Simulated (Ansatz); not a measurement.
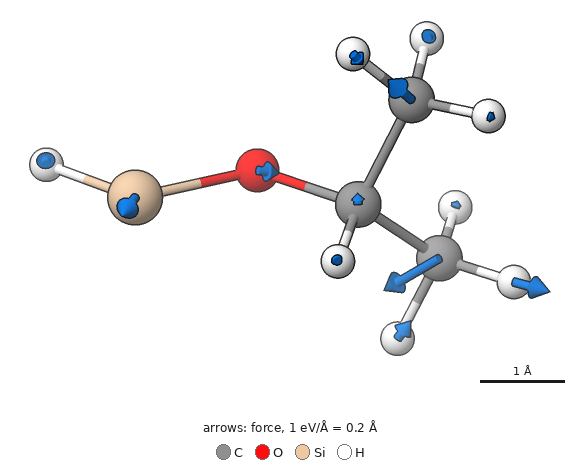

Starting geometry of C3H8OSi (coarse preliminary run) with the computed forces as blue arrows. The picture is a ball-and-stick view, seen from a free direction.

The start comes from a force field.

The calculation used RKS PBE-D4/def2-SVP (Ansatz). (force threshold 0.03 eV/Å; at most 200 steps)

**Is this structure relaxed? If not, where do the atoms go?**

It isn't relaxed: the largest force vector, on a C atom, is 4.70 eV/Å. The final displacements follow the starting forces only in part (cosine between the two patterns 0.31). An H atom moves most after the best rigid fit: 0.27 Å. Largest moves by element: H 0.27 Å, Si 0.26 Å, O 0.11 Å, C 0.11 Å. Among the contacts that change: C–H 1.039 → 1.109 Å, C–H 1.172 → 1.108 Å, H–Si 1.494 → 1.554 Å, O–Si 1.641 → 1.692 Å. Among the angles between lasting bonds that change: O–Si–H 108.9° → 93.8°, C–C–C 107.4° → 113.1°, H–C–H 103.3° → 108.2°. Over 6 geometry steps the energy falls by 13.4 kcal/mol. The largest force component goes from 4.4 to 0.011 eV/Å.
